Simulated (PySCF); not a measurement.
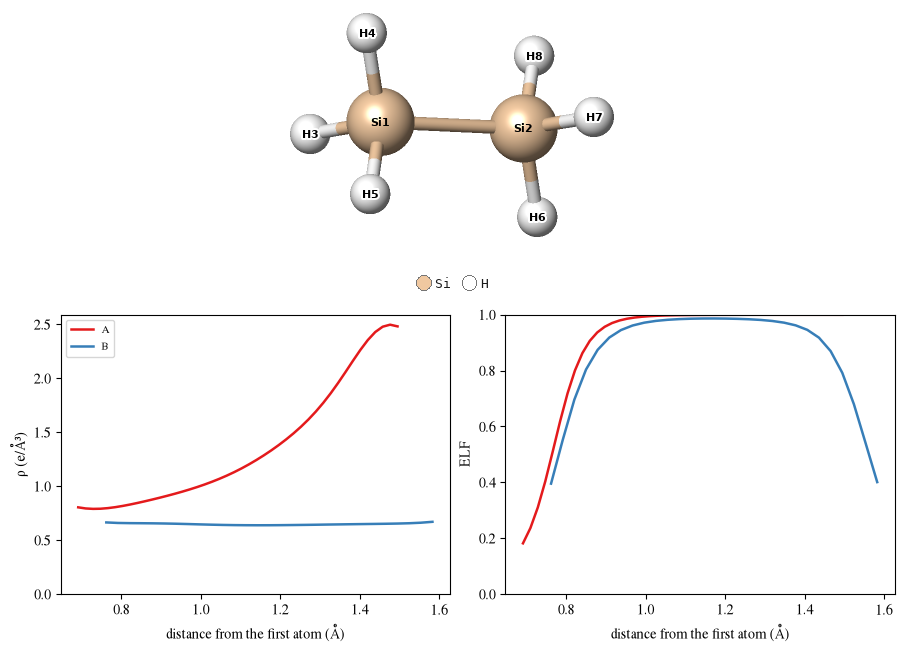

*H6Si2. Total electron density and ELF along straight lines between neighbouring atoms. The curves leave out the atomic cores. The structure is drawn too.*

Geometry: PBE0-D3(BJ)/def2-SVP.

The calculation used DFT single point, gas phase, functional B3LYP (PySCF).

```xyz
8

Si   -1.1653    0.1051   -0.0373
Si    1.1699   -0.1009    0.0248
H    -1.7426   -0.8465   -1.0356
H    -1.5497    1.4974   -0.4232
H    -1.7463   -0.1984    1.3066
H     1.5559   -1.4953    0.4017
H     1.7445    0.8446    1.0305
H     1.7519    0.2127   -1.3162
```

Which curve belongs to which contact (Si–H and Si–Si)? The first atom named is at distance zero.

Curve A: Si–H (1.50 Å): ρ is about 0.79 e/Å³ halfway; the ELF climbs to about 1 towards the hydrogen, as it does in any bond to H. Curve B: Si–Si (2.35 Å): ρ at the midpoint is about 0.64 e/Å³; the ELF peaks at about 1 between the atoms; a shared electron pair.
